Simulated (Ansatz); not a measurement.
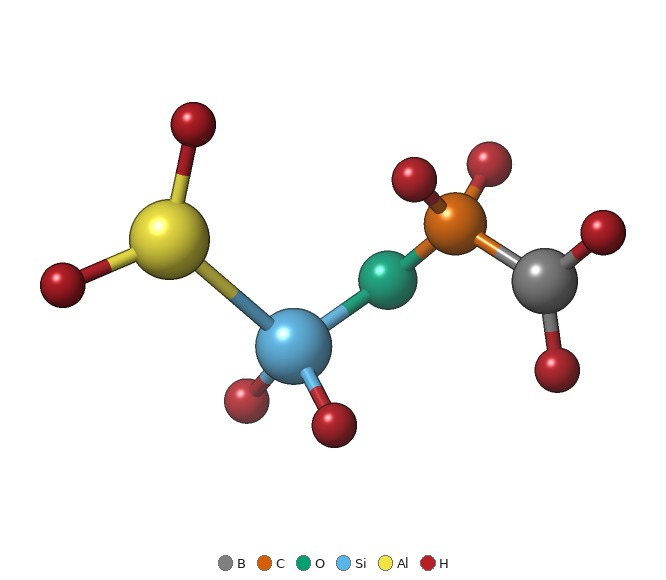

The geometry was computed by an optimisation with PBE0-D4/def2-TZVP. No frequency run is at hand to confirm it as a minimum. Properties computed with RKS PBE-D4/def2-TZVPP (Ansatz 0.2.0).

Give the dispersion correction at this level.

Answer. −26.2 kJ/mol.

Estimate the LUMO energy (Kohn–Sham orbital).

Answer. −2.86 eV.

Give the HOMO energy (Kohn–Sham orbital) at this level.

Answer. −5.83 eV.

What is the dipole moment?

Answer. 0.84 D.
